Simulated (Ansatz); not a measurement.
## C$_{5}$H$_{6}$: single-point calculation

- system: C$_{5}$H$_{6}$
- method: RKS wB97M-V/aug-cc-pVTZ (Ansatz 0.2.0)

The geometry comes from this level: PBE0-D4/def2-TZVP. Figures and captions count atoms from 1; the log counts them from 0 in places.

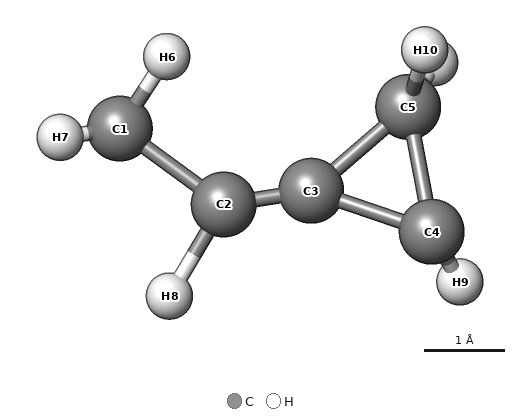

*The structure as given in the input (ball-and-stick view, seen at a tilt; atoms are numbered from 1 in the order of the input).*

Bond lengths as drawn: C–C 1.12 to 1.69 Å and C–H 0.82 to 1.35 Å.

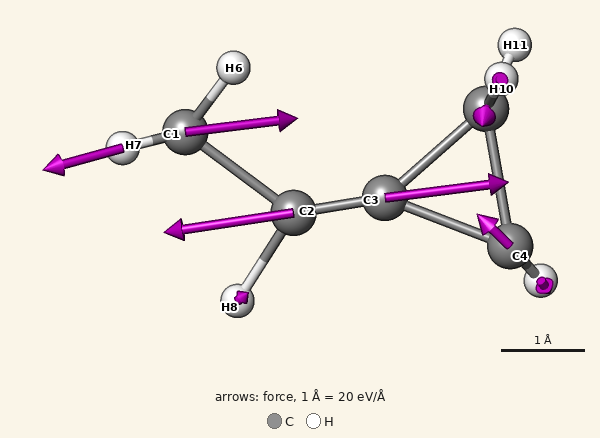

*Forces on the atoms as pink arrows (ball-and-stick view, seen at a tilt; atoms are numbered from 1 in the order of the input); the smallest are left out.*

The largest act on C2 (32.23 eV/Å); C3 (30.52 eV/Å); C1 (27.82 eV/Å); H7 (20.85 eV/Å), among others. The geometry is not a stationary point of this energy.

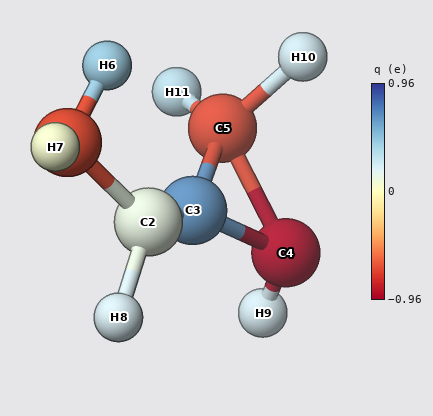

*Mulliken charges, as the colour of each atom (ball-and-stick view, seen at a tilt; atoms are numbered from 1 in the order of the input).*

By element: C −0.91 to +0.66 and H +0.05 to +0.43 e.

The input and output of the run follow.

### The input
```yaml
crystal:
  periodic: [false, false, false]
  atoms:
    - {symbol: C, position_ang: [0.270383, 0.789177, -2.072724]}
    - {symbol: C, position_ang: [-0.638794, 0.342838, -0.783276]}
    - {symbol: C, position_ang: [-0.396579, -0.014440, 0.252983]}
    - {symbol: C, position_ang: [-0.885536, -0.336371, 1.780483]}
    - {symbol: C, position_ang: [0.754438, -0.366787, 1.365175]}
    - {symbol: H, position_ang: [1.120091, 1.091873, -1.398001]}
    - {symbol: H, position_ang: [0.053256, 1.274937, -2.697438]}
    - {symbol: H, position_ang: [-1.773091, 0.168509, -1.499478]}
    - {symbol: H, position_ang: [-1.337590, -1.185819, 1.904644]}
    - {symbol: H, position_ang: [1.215342, 0.758958, 1.925709]}
    - {symbol: H, position_ang: [1.502270, -1.088056, 1.440824]}
basis:
  gaussian: {orbitals: aug-cc-pVTZ}
hamiltonian: {xc: {name: wB97M-V}}
output: {forces: true}
```

Command:
```bash
ansatz run in.yaml --threads 2 --pin off --events-out ev --progress --plain --max-ram 4352MiB
```

### The program's output
```
Functional definition: wB97M-V
  name "wB97M-V"
  cite "Mardirossian & Head-Gordon, J. Chem. Phys. 144, 214110 (2016) doi:10.1063/1.4952647"
  cite "Becke, J. Chem. Phys. 107, 8554 (1997) doi:10.1063/1.475007"
  cite "Vydrov & Van Voorhis, J. Chem. Phys. 133, 244103 (2010) doi:10.1063/1.3521275"
  # Of w^i u^j: cxij and so on, Table III.
  parameter omega = 0.3/bohr
  parameter cx = 0.15
  parameter cx01 = 1.007
  parameter cx10 = 0.259
  parameter css00 = 0.443
  parameter css04 = -1.437
  parameter css10 = -4.535
  parameter css20 = -3.390
  parameter css43 = 4.278
  parameter cos00 = 1.000
  parameter cos10 = 1.358
  parameter cos20 = 2.924
  parameter cos21 = -8.812
  parameter cos60 = -1.390
  parameter cos61 = 9.142
  parameter b = 6.0
  parameter c = 0.01
  gx(w, u) = 1 - cx + cx01*u + cx10*w
  gss(w, u) = css00 + css04*u^4 + css10*w + css20*w^2 + css43*w^4*u^3
  gos(w, u) = cos00 + cos10*w + (cos20 + cos21*u)*w^2 + (cos60 + cos61*u)*w^6
  exchange = spin_sum(e_x_unif_sr(omega)*gx(b97_w, b97_u_x)) + cx*exact_x_sr(omega) + exact_x_lr(omega)
  correlation = spin_sum(e_c_pw_mod_same_spin*gss(b97_w, b97_u_same))
      + integral(e_c_pw_mod_opposite_spin*gos(b97_w_opposite, b97_u_opposite)) + vv10(b, c)
1369 factors; their error is unknown
561 factors; integrals over basis functions are off by at most 2.0e-5 eV
mean field evaluation 1: about -5258.6065 eV, gradient 5.7e1 eV
mean field evaluation 2: about -5252.8693 eV, gradient 7.1e1 eV
mean field evaluation 4: about -5266.5157 eV, gradient 1.1e1 eV
mean field evaluation 8: about -5266.8967 eV, gradient 6.2e-1 eV
mean field evaluation 16: about -5266.8838 eV, gradient 3.1e-2 eV
mean field -5266.88379184 eV, -193.5544093280 hartree, gradient 5.7e-5 eV, S^2 0.000000; 0 other end points of the search recorded, 0 dependent functions left out
the calculation of the forces begins
reference -5266.88388676 eV, -193.5544128163 hartree; 18, 18 occupied and 350, 350 virtual orbitals, 1369 factors
Total energy: -5266.88388676 eV, -193.5544128163 hartree
Atom 0 at     0.270383     0.789177    -2.072724 Å, force     4.690268   -11.674111    24.807736 eV/Å
Atom 1 at    -0.638794     0.342838    -0.783276 Å, force    -6.739867     7.275583   -30.669942 eV/Å
Atom 2 at    -0.396579    -0.014440     0.252983 Å, force     5.583160    -8.876504    28.657643 eV/Å
Atom 3 at    -0.885536    -0.336371     1.780483 Å, force     7.629497     4.408616    -7.630478 eV/Å
Atom 4 at     0.754438    -0.366787     1.365175 Å, force    -3.928429     7.325542     1.719603 eV/Å
Atom 5 at     1.120091     1.091873    -1.398001 Å, force     0.323652    -0.456989    -1.978153 eV/Å
Atom 6 at     0.053256     1.274937    -2.697438 Å, force    -6.096200    11.194357   -16.503055 eV/Å
Atom 7 at    -1.773091     0.168509    -1.499478 Å, force     2.409597     0.599746     3.028294 eV/Å
Atom 8 at    -1.337590    -1.185819     1.904644 Å, force    -3.339730    -4.577503     1.069960 eV/Å
Atom 9 at     1.215342     0.758958     1.925709 Å, force    -1.106844    -3.568880    -1.987008 eV/Å
Atom 10 at     1.502270    -1.088056     1.440824 Å, force     0.574896    -1.649857    -0.514601 eV/Å
Dipole moment:     0.163464    -0.024554    -0.395270 e Å
```

### Key numbers

```json
{"quantity": "outcome", "value": "converged"}
{"quantity": "total energy", "value": "−5266.8839 eV"}
{"quantity": "SCF solution under orbital rotations", "value": "stable"}
{"quantity": "largest force (length of the vector)", "value": "32.234 eV/Å"}
{"quantity": "dipole moment", "value": "2.06 D"}
{"quantity": "hardware", "value": "2 threads of Intel Xeon, 11 GiB of memory available, shared host"}
{"quantity": "wall time", "value": "78 s (CPU time 2.5 min)"}
{"quantity": "peak memory", "value": "1.4 GiB"}
```
